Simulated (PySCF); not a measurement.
C10H8S2, SMILES c1ccc(Sc2ccsc2)cc1, GFN2-xTB optimised geometry. Atoms within 1.6 Å of the plane z = 1.5 Å (x, y, z in Å): C1 (-1.72, -1.82, 0.00), C2 (-2.40, -0.62, 0.00), C3 (-1.71, 0.58, 0.01), C4 (-0.32, 0.57, 0.02), S5 (0.52, 2.14, -0.01), C6 (1.98, 1.76, 0.91), C7 (1.99, 1.05, 2.14), C8 (3.24, 0.95, 2.65), S9 (4.42, 1.73, 1.68), C10 (3.22, 2.19, 0.54), C11 (0.37, -0.63, 0.00), C12 (-0.33, -1.82, 0.00), H13 (-2.26, -2.75, 0.00), H14 (-3.48, -0.61, -0.01), H15 (-2.24, 1.52, 0.01), H16 (1.11, 0.63, 2.59), H19 (1.45, -0.63, -0.01), H20 (0.21, -2.75, -0.01).

Level of theory: PySCF with PBE0/def2-SVP. Cells within 0.4 Å of a nucleus heavier than hydrogen are left out (blank, or x).

Map of the log10 of the electron density (e/bohr³), floored at −4 on the plane z = 1.5 Å:

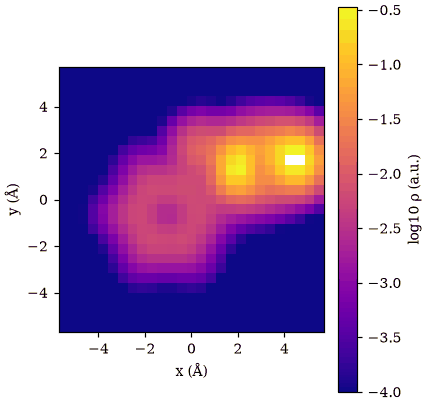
Fig. 1. Log10 of the electron density (e/bohr³), floored at −4 on the plane z = 1.5 Å.
